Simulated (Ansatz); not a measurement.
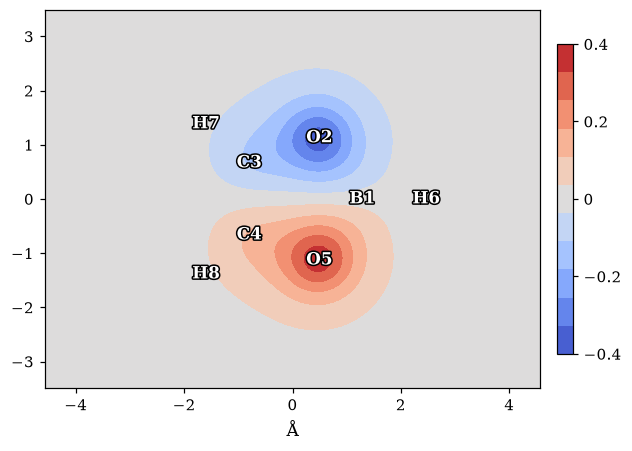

Figure. C$_{2}$H$_{3}$BO$_{2}$ (SMILES B1OC=CO1). The HOMO−1 on a plane 0.8 Å above the molecular plane (values in Å⁻³ᐟ²; the overall sign is arbitrary).

Geometry: PBE0-D4/def2-TZVP.

The calculation used Ansatz 0.2.0, RKS PBE0-D4/def2-TZVPP.

Input file:

```
crystal:
  periodic: [false, false, false]
  atoms:
    - {symbol: B, position_ang: [-0.466368, 1.186683, 0.074028]}
    - {symbol: O, position_ang: [0.863411, 0.861108, 0.201475]}
    - {symbol: C, position_ang: [0.917285, -0.501276, 0.047737]}
    - {symbol: C, position_ang: [-0.308007, -0.977577, -0.161115]}
    - {symbol: O, position_ang: [-1.212480, 0.054158, -0.152378]}
    - {symbol: H, position_ang: [-0.905339, 2.283369, 0.148474]}
    - {symbol: H, position_ang: [1.876710, -0.986193, 0.110252]}
    - {symbol: H, position_ang: [-0.673113, -1.977372, -0.324374]}
basis:
  gaussian: {orbitals: def2-TZVPP}
hamiltonian: {xc: pbe0, dispersion: d4}
output: {orbitals: {seedname: orbitals}}
```

Launched as:

```sh
ansatz run in.yaml --threads 2 --pin off --events-out ev --progress --plain --max-ram 4352MiB
```

### Describe this orbital and give its energy.

Its weight (Hirshfeld) is mainly on O2 (about 40 %), O5 (about 40 %), C4 (about 5 %) and C3 (about 5 %); it changes sign across the molecular plane (π type); π-antibonding (a node) across C3–C4. Its energy is −10.60 eV.
